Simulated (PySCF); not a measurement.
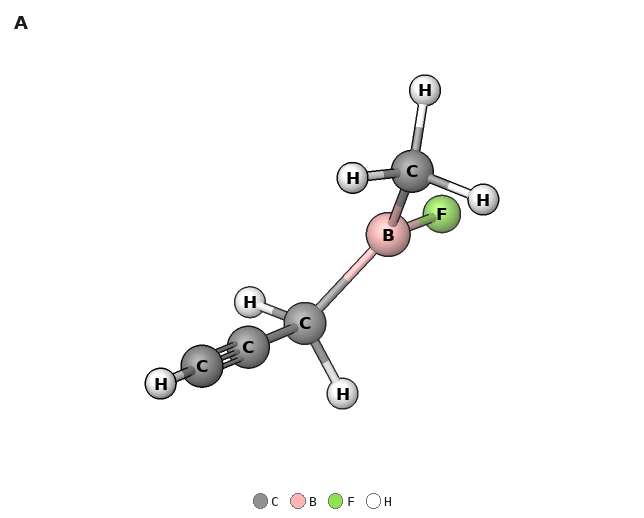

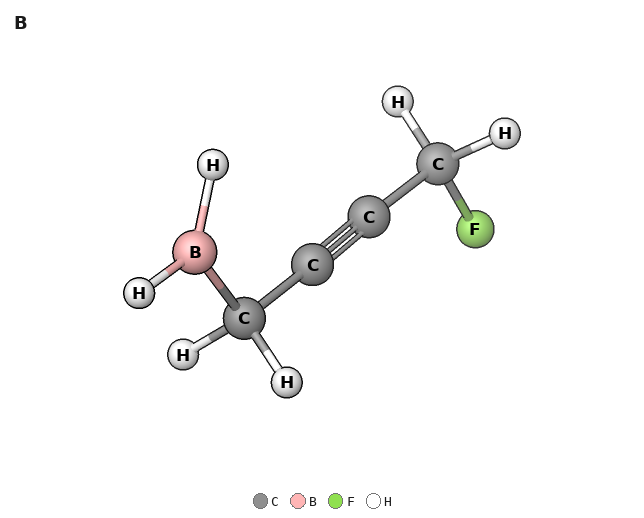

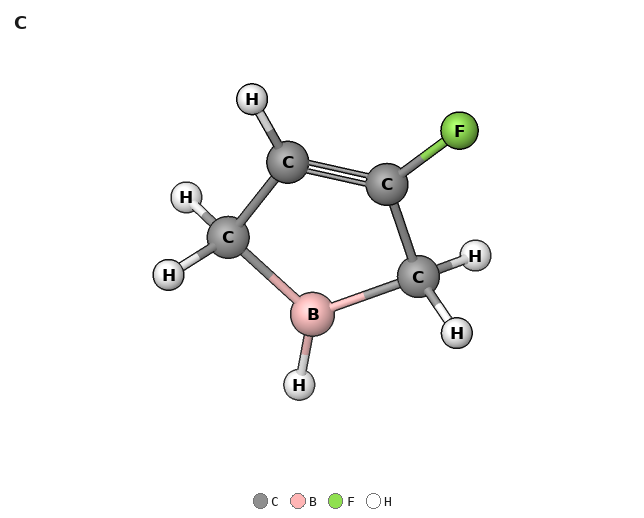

3 stationary structures of one formula. Geometries: GFN2-xTB. Electronic energies: PBE0/pcSseg-1 (PySCF 2.14.0), without zero-point energy. No frequency run is at hand to confirm each as a minimum. Each is one conformer, not always the lowest.

Question: Are they conformers, stereoisomers or constitutional isomers?

Answer: They are constitutional isomers of C4H6BF: A `C#CCB(C)F`, B `BCC#CCF`, C `FC1=CCBC1`.

Question: Rank them by energy, lowest first.

Answer: A is lowest; C lies 20.8 kcal/mol above it, B lies 68.4 kcal/mol above it.

The geometry is semi-empirical. Around B such bond lengths and angles can be off by a tenth of an ångström or more and by several degrees, and values that hang on the shape move with them.
